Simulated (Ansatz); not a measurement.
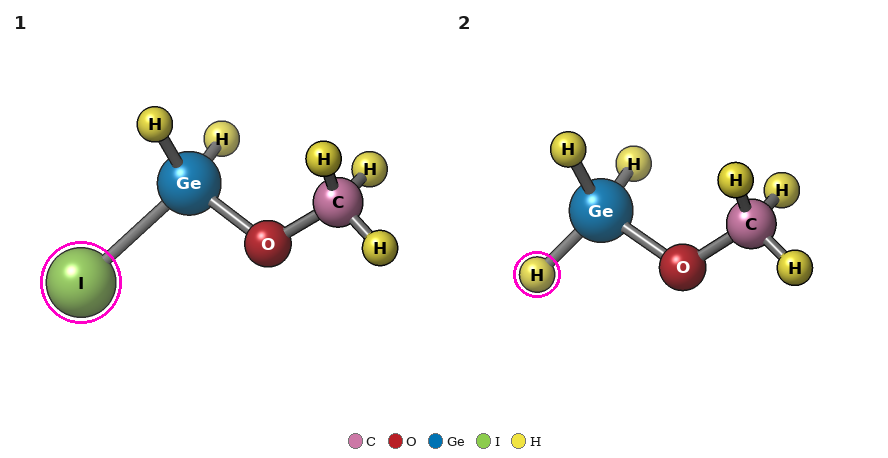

2 molecules with one skeleton, seen from the same side and at one scale; the atom that differs is circled. Each species is neutral and a spin singlet. Computed geometries: PBE0-D4/def2-TZVP optimisations, one conformation each. Properties computed with Ansatz 0.2.0. Elements past Kr carry core potentials.

One atom differs, called X below: I in panel 1, H in panel 2. Their formulas are CH5GeIO (`C[O][GeH2][I]`), CH6GeO (`C[O][GeH3]`).

Question: In which is the HOMO–LUMO gap larger (revPBE-D4/def2-TZVPP)?

Answer: In panel 2 (X = H).

Question: In which is the HOMO energy (Kohn–Sham orbital) higher (revPBE-D4/def2-TZVPP)?

Answer: In panel 2 (X = H).

Give the values. With PBE0-D4/def2-TZVP: length of X–Ge (Å), mean angle X–Ge–H (°). With revPBE-D4/def2-TZVPP: HOMO energy (Kohn–Sham orbital) (eV), HOMO–LUMO gap (eV). With B3LYP-D4/def2-TZVPP: dipole moment (D).

```tsv
quantity	1 (I)	2 (H)	2 − 1
length of X–Ge (Å)	2.492	1.531	−0.961
mean angle X–Ge–H (°)	109.6	112.1	+2.5
HOMO energy (Kohn–Sham orbital) (eV)	−6.46	−6.17	+0.29
HOMO–LUMO gap (eV)	4.76	5.74	+0.98
dipole moment (D)	2.22	1.11	−1.11
```
